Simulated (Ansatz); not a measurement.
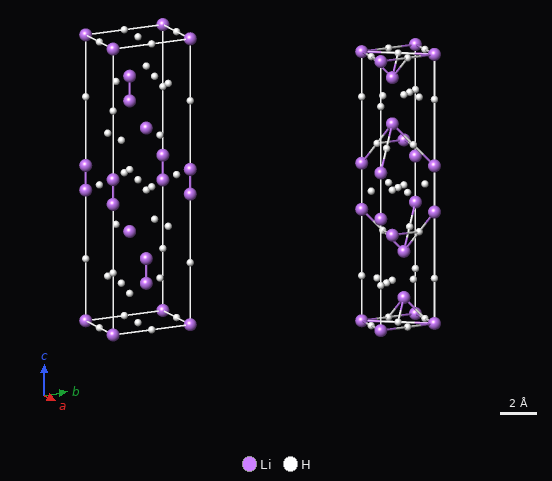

Two geometries of solid Li3H8 (a generated structure, set up in R-3m) (coarse preliminary run), drawn at one scale. One is the start of a relaxation, the other its converged end. Style: ball-and-stick. Shown: the conventional cell (3 times the calculation's cell), slightly off an axis. Lengths and directions refer to the drawn axes.

Theory: DFT PBE, scalar-relativistic, plane waves, PAW in Ansatz. Set-up: plane-wave cutoff 420 eV; k-point mesh 6 × 6 × 6; occupations gaussian; smearing width 0.1 eV; no spin polarisation; cell and atoms relaxed; force threshold 0.04 eV/Å; at most 70 steps.

**Which of the two is the end point?**

The right one is the relaxed one. The largest moves relative to the cell, 0.75 Å, are those of H atoms. By element the largest moves are H 0.75 Å, Li 0.64 Å. The drawn cell changes as follows: a = b 6.052 → 4.212 Å (−30.4 %), c 16.108 → 15.162 Å (−5.9 %); the volume changes by −54.4 %. Among the contacts that change: Li–Li 1.394 → 2.602 Å, H–Li 3.026 → 2.106 Å, H–Li 2.646 → 1.727 Å. New bonds form: H–Li (2.65 → 1.73 Å). Bonds break: Li–Li (1.39 → 2.60 Å). The space group stays R-3m (No. 166). Over 7 accepted moves (8 points after the start) the energy falls by 10.928 eV per cell of the calculation. Largest force component: 6.9 eV/Å at the start, 0.033 eV/Å at the end. The pressure goes from −7.53 to −0.18 GPa. At 1 point the geometry stayed and the basis and grid were re-selected for the new cell (energy shift of 14.9 meV per cell of the calculation at most each time).
